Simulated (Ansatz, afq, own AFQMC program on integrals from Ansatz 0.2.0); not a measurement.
# TiN (doublet): quantum Monte Carlo beside coupled cluster at distance Ti1–N2 = 2.120 Å, def2-SVP, part 2 of 2

Ansatz 0.2.0, Gaussian basis, and an in-house AFQMC program (afq) on its integrals; all values are calculated; def2-SVP, frozen cores. Earlier steps stand in the parts before.

## 9. CCSDT(Q) on UHF

in.yaml

```yaml
crystal:
  periodic: [false, false, false]
  atoms:
    - {symbol: Ti, position_ang: [0.000000, 0.000000, 0.000000]}
    - {symbol: N, position_ang: [0.000000, 0.000000, 2.120000]}
basis:
  gaussian: {orbitals: def2-SVP}
magnetization: {spin_polarized: true, initial_magnetization: 1}
correlation: {method: ccsdt_q, electrons: outside_noble_gas}
```

On the command line:

```bash
$ ansatz run in.yaml --threads 1 --pin off --events-out ev --progress --plain --max-ram 1382MiB
```

Output (excerpt; [...] marks lines left out):

```text
Functional definition: HF
  name "HF"
  cite "Fock, Z. Phys. 61, 126 (1930) doi:10.1007/BF01340294"
  parent pbe
[...]
856 factors; integrals over basis functions are off by at most 1.7e-7 eV
[...]
mean field -24561.98607309 eV, -902.6363394740 hartree, gradient 3.0e-6 eV, S^2 2.720613; 66 other end points of the search recorded, 0 dependent functions left out
determinant -24561.98607309 eV, -902.6363394740 hartree, with singles and doubles -24566.00182745 eV, -902.7839157246 hartree
determinant -24561.88141076 eV, -902.6324932043 hartree, with singles and doubles -24565.89723856 eV, -902.7800721540 hartree
determinant -24561.75761396 eV, -902.6279437557 hartree, with singles and doubles -24565.89589352 eV, -902.7800227245 hartree
determinant -24561.62619432 eV, -902.6231141729 hartree, with singles and doubles -24565.77900823 eV, -902.7757272693 hartree
[...]
determinant -24561.17558862 eV, -902.6065547192 hartree, with singles and doubles -24565.78659070 eV, -902.7760059201 hartree
determinant -24560.90833250 eV, -902.5967332379 hartree, with singles and doubles -24565.94591899 eV, -902.7818611268 hartree
determinant -24560.88063746 eV, -902.5957154637 hartree, with singles and doubles -24565.69058464 eV, -902.7724777623 hartree
10 core orbitals not correlated: weight in the atoms' cores, before any rotation towards them, 0.998 or more for the frozen orbitals, at most 0.002 for the correlated occupied ones
reference -24561.98607309 eV, -902.6363394740 hartree; 5, 4 occupied and 30, 31 virtual orbitals, 856 factors
second order -3.29001252 eV of doubles, -0.00000000 eV of singles
cycle   1  -3.67677273 eV  change   -3.9e-1 eV  update   7.4e-2
[...]
cycle  75  -4.53366666 eV  change   -2.8e-7 eV  update   5.1e-7
perturbative correction -0.09383286 eV, -0.0034482939 hartree
Total energy: -24566.61357261 eV, -902.8063969445 hartree
```

Run time: 1.8 min. Hardware: 1 thread of Arm Neoverse V1, shared host; peak memory 0.25 GiB.

From the report: ⟨S²⟩ of the determinant 2.721 (pure doublet: 0.75); correlation -4.6275 eV; T1 0.127; largest double amplitude 0.21. The determinant is far from a pure spin state, so its energy mixes those of several spin states (harmless only where they are near-degenerate, as at dissociation).

## 10. Phaseless AFQMC, CISD trial on UHF

It reads the integrals that the CCSD(T) run on this determinant wrote.

On the command line:

```bash
$ afq ham --method phaseless --trial cisd --walkers 60 --populations 1 --least-time 40 --time-step 0.005 --steps-per-block 50 --equilibration-blocks 40 --max-blocks 300 --target-error 0.00072 --factor-cut 1e-05 --start spin_pure --seed 3620 --release-times 0.24,0.51,0.99,1.62,2.4 --release-step 0.03 --release-every 4 --taylor-order 6
```

Output:

```text
orbitals 35  electrons 5 4  factors 289 of 490
reference energy -902.63633794 Eh
CCSD correlation -0.15119284 Eh in 36 cycles, weight of the determinant in the CISD state 0.8013
energy of the start -902.739417 Eh
 block  time / (1/Eh)  mean weight  energy / Eh
     1     0.250  1.0013  -902.765259
     2     0.500  1.0010  -902.782020
     3     0.750  0.9994  -902.797759
     4     1.000  0.9987  -902.794949
     5     1.250  1.0000  -902.792352
     6     1.500  1.0015  -902.794212
     7     1.750  1.0003  -902.798322
     8     2.000  1.0008  -902.800877
     9     2.250  1.0008  -902.799396
    10     2.500  0.9985  -902.806649
    17     4.250  0.9993  -902.799718
    25     6.250  1.0034  -902.805143
    33     8.250  0.9983  -902.818634
    41    10.250  1.0008  -902.800208
    49    12.250  1.0003  -902.800081
    57    14.250  1.0013  -902.799613
    65    16.250  1.0012  -902.800775
    73    18.250  0.9992  -902.814548
    81    20.250  1.0035  -902.783652
    89    22.250  1.0010  -902.793371
    97    24.250  0.9981  -902.793792
   105    26.250  1.0027  -902.781488
   113    28.250  1.0033  -902.796542
   121    30.250  0.9989  -902.801951
   129    32.250  0.9981  -902.810642
   137    34.250  1.0021  -902.799242
   145    36.250  1.0025  -902.816704
   153    38.250  0.9998  -902.799618
   161    40.250  1.0020  -902.817561
   169    42.250  1.0000  -902.801598
   177    44.250  0.9991  -902.793355
   185    46.250  1.0048  -902.802713
   193    48.250  1.0000  -902.790965
   201    50.250  0.9999  -902.789255
   209    52.250  0.9992  -902.775034
   217    54.250  1.0023  -902.812759
   225    56.250  1.0050  -902.805076
   233    58.250  0.9993  -902.791481
   241    60.250  1.0048  -902.813046
   249    62.250  0.9997  -902.795730
   257    64.250  1.0016  -902.810257
   265    66.250  1.0024  -902.803643
   273    68.250  1.0000  -902.800231
   281    70.250  1.0003  -902.789220
   289    72.250  1.0015  -902.794330
   297    74.250  0.9966  -902.789045
   305    76.250  1.0024  -902.786309
   313    78.250  1.0018  -902.785979
   321    80.250  0.9986  -902.788669
   329    82.250  1.0037  -902.801442
   337    84.250  1.0012  -902.821493
blocks merged  error / Eh  count
     1  0.000678  300
     2  0.000840  150
     4  0.001052  75
     8  0.001289  37
    16  0.001456  18
    32  0.001329  9
released: time / (1/Eh)  energy / Eh  error  mean overlap
  0.24  -902.801459  0.001563  0.9999
  0.51  -902.805267  0.001738  0.9934
  0.99  -902.807296  0.001686  1.0052
  1.62  -902.807267  0.002839  0.9864
  2.40  -902.804588  0.002941  1.0223
energy -902.800181 +/- 0.001456 Eh
```

It took 6.6 min on 1 thread of Arm Neoverse V1, shared host.

Energy -24566.4444 ± 0.0396 eV. Caveats: constraint bias not in the error; error above the target.

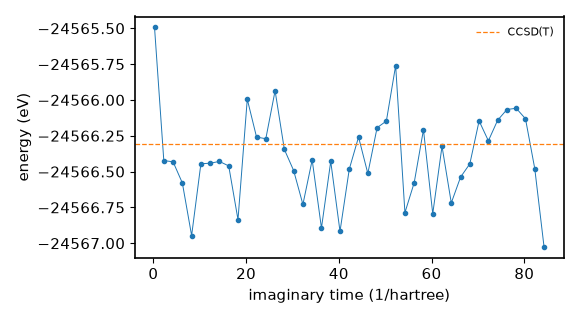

Block energies along the walk.

## 11. Phaseless AFQMC, single-determinant trial on UHF

It reads the integrals that the CCSD(T) run on this determinant wrote.

On the command line:

```bash
$ afq ham --method phaseless --trial hf --walkers 120 --populations 1 --least-time 40 --time-step 0.005 --steps-per-block 20 --equilibration-blocks 160 --max-blocks 600 --target-error 0.00216 --factor-cut 1e-05 --start spin_pure --seed 8334 --taylor-order 6
```

Output:

```text
orbitals 35  electrons 5 4  factors 289 of 490
reference energy -902.63633794 Eh
CCSD correlation -0.15119284 Eh in 36 cycles, weight of the determinant in the CISD state 0.8013
energy of the start -902.642599 Eh
 block  time / (1/Eh)  mean weight  energy / Eh
     1     0.100  1.0003  -902.683970
     2     0.200  1.0001  -902.714774
     3     0.300  1.0008  -902.738238
     4     0.400  1.0026  -902.758765
     5     0.500  1.0000  -902.772567
     6     0.600  1.0019  -902.765646
     7     0.700  0.9994  -902.775674
     8     0.800  0.9992  -902.770031
     9     0.900  1.0002  -902.783407
    10     1.000  1.0018  -902.784585
    15     1.500  1.0004  -902.789461
    29     2.900  1.0012  -902.833346
    43     4.300  0.9977  -902.822976
    57     5.700  1.0004  -902.811939
    71     7.100  0.9981  -902.846772
    85     8.500  1.0013  -902.813328
    99     9.900  0.9991  -902.797954
   113    11.300  0.9988  -902.814776
   127    12.700  1.0009  -902.822056
   141    14.100  0.9982  -902.817889
   155    15.500  0.9983  -902.806529
   169    16.900  0.9993  -902.816038
   183    18.300  1.0005  -902.792825
   197    19.700  1.0009  -902.813283
   211    21.100  1.0027  -902.809225
   225    22.500  1.0018  -902.829487
   239    23.900  0.9956  -902.812334
   253    25.300  1.0019  -902.793537
   267    26.700  0.9995  -902.803061
   281    28.100  0.9978  -902.795105
   295    29.500  0.9955  -902.803771
   309    30.900  0.9993  -902.794827
   323    32.300  0.9997  -902.796451
   337    33.700  1.0023  -902.837340
   351    35.100  1.0001  -902.779970
   365    36.500  1.0008  -902.791974
   379    37.900  1.0002  -902.786611
   393    39.300  0.9991  -902.789851
   407    40.700  1.0005  -902.803470
   421    42.100  0.9994  -902.771225
   435    43.500  0.9995  -902.786041
   449    44.900  1.0008  -902.802415
   463    46.300  1.0009  -902.784355
   477    47.700  1.0019  -902.808221
   491    49.100  1.0017  -902.768718
   505    50.500  1.0032  -902.806864
   519    51.900  0.9996  -902.802006
   533    53.300  1.0031  -902.811967
   547    54.700  0.9967  -902.796009
   561    56.100  0.9981  -902.789399
   575    57.500  1.0013  -902.792897
   589    58.900  1.0020  -902.828179
blocks merged  error / Eh  count
     1  0.000865  430
     2  0.001152  215
     4  0.001512  107
     8  0.001774  53
    16  0.001968  26
    32  0.002552  13
energy -902.799327 +/- 0.001968 Eh
```

Run time: 3.3 min. Hardware: 1 thread of Arm Neoverse V1, shared host.

Energy -24566.4212 ± 0.0536 eV. Caveats: constraint bias not in the error. The error still grows with block length (0.0483 to 0.0694 eV), so the bar may be too small.

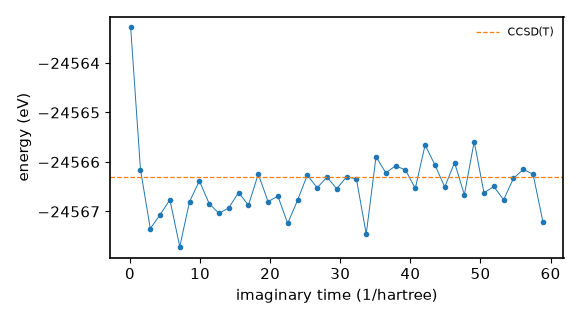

Block energies along the walk.

## 12. All levels side by side

On the UHF determinant, counted from CCSDT(Q) (a yardstick, not exact):

```csv
level,energy (eV),from CCSDT(Q) (meV),statistical error (meV),time
HF,-24561.9860,+4627.5,,
MP2,-24565.2760,+1337.5,,
CCSD,-24566.1002,+513.4,,
CCSD(T),-24566.3054,+308.2,,
CCSDT(Q),-24566.6136,0.0,,
"Phaseless AFQMC, CISD trial, step 0.005, 60 walkers",-24566.4444,+169.2,39.6,6.6 min
"Phaseless AFQMC, single-determinant trial, step 0.005, 120 walkers",-24566.4212,+192.4,53.6,3.3 min
```

The functionals' totals stand on their own zeros and serve differences with other points: PBE -24587.718 eV; r2SCAN -24593.974 eV; PBE0 -24588.218 eV; B3LYP -24595.864 eV; wB97M-V -24593.177 eV; B2PLYP -24586.894 eV.

## 13. Results

This closing draws on all 2 parts.

| quantity | value |
| --- | --- |
| CCSD(T) on UHF from CCSDT(Q) | +308.2 meV |
| Phaseless AFQMC, CISD trial on UHF from CCSDT(Q) | +169.2 ± 39.6 meV |
| Phaseless AFQMC, single-determinant trial on UHF from CCSDT(Q) | +192.4 ± 53.6 meV |

**Reading.** On UHF the phaseless walk with the CISD trial lies +169.2 meV from CCSDT(Q), 4 times its error bar. Error bars are statistical and leave out the constraint, the time step and what remains of the start.
